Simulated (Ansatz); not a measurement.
# Gap against strain: Sn wire along [110], 8 atoms a period, H-terminated

Set-up. Ansatz 0.2.0, plane waves with PAW datasets, PBE, Fermi-Dirac smearing of 0.05 eV, no spin-orbit coupling. The period is scaled from its relaxed value of 4.703 Å and the atoms relax, within the symmetry of the start, at each strain ε (in %); gaps, in eV, are read on a band path.

| period (Å) | energy (eV a cell) | place of the conduction minimum (Γ = 0, Z = 1) | ε | gap |
| --- | --- | --- | --- | --- |
| 4.515 | +0.108 | 0.00 | −4 | 1.375 |
| 4.609 | +0.025 | 0.00 | −2 | 1.372 |
| 4.703 | 0.000 | 0.00 | 0 | 1.332 |
| 4.891 | +0.102 | 0.00 | 4 | 1.202 |
| 4.985 | +0.220 | 0.00 | 6 | 1.126 |

One run is withheld: period (Å) = 4.797, with ε = 2. Fit a straight line gap = a + b × ε to the 5 rows shown and predict it.

**Fit.** The means are 0.8 for ε and 1.282 for gap. The sum of products of deviations is −1.807 and the sum of squares in ε is 68.8, so b = −1.807 / 68.8 = −0.02627 and a = 1.282 − (−0.02627) × 0.8 = 1.303. The residuals' standard deviation, with 3 degrees of freedom, is σ = 0.03.

**Prediction.** gap = 1.303 + (−0.02627) × 2 = 1.25. The run gave 1.274, so the prediction less the run is −0.024. The standard error of a prediction there, σ√(1 + 1/5 + (2 − 0.8)²/68.8), is 0.033, and the miss is 0.74 times that, for a point between the fitted rows. With so few rows σ is itself uncertain.

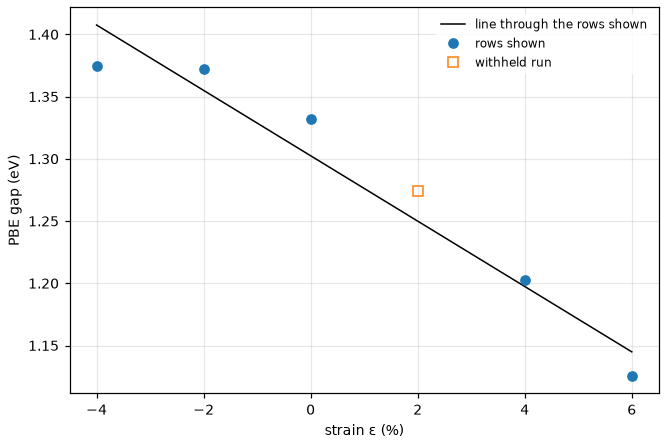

The fitted line, the rows shown and the withheld run.

The gap narrows at every step from compression to tension.

**Limits.** Kohn-Sham gaps of a wire among periodic images, which in a check on one flat ribbon (7 Å apart) lowered the gap by 0.2 eV and flattened the slope; the slope b × 100 is a mean deformation potential of the gap, in eV per unit strain. Between neighbouring runs it lies between −3.8 and −0.1 eV, so a bend, a kink or scatter between runs makes one line a rough account. The unstrained row comes from a denser mesh than the others, which shifts its energy a little. Series of this kind are told only where this holds: a gap at every strain (compound wires with polar facets were set aside first). 88 of 101 did.
